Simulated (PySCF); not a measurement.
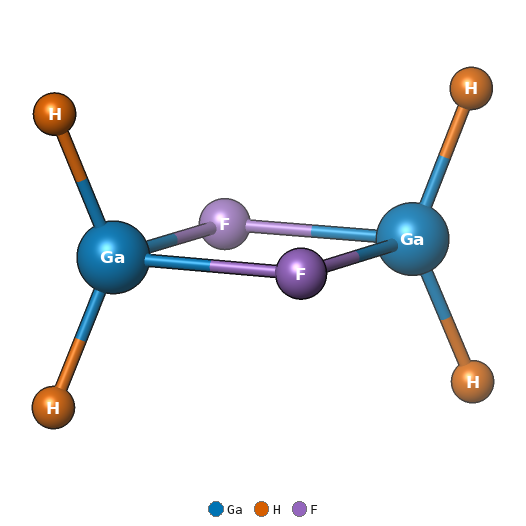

Distant atoms are faded towards the background colour. The computed structure is the end point of a PBE0-D3(BJ)/def2-SVP optimisation. No frequency run is at hand to confirm it as a minimum.

> Which symmetry elements does this geometry have?

It has 3 C2 axes, 3 mirror planes and a centre of inversion, so the point group is D2h. The group has 8 operations. The geometry is achiral, and symmetry forbids a dipole moment.
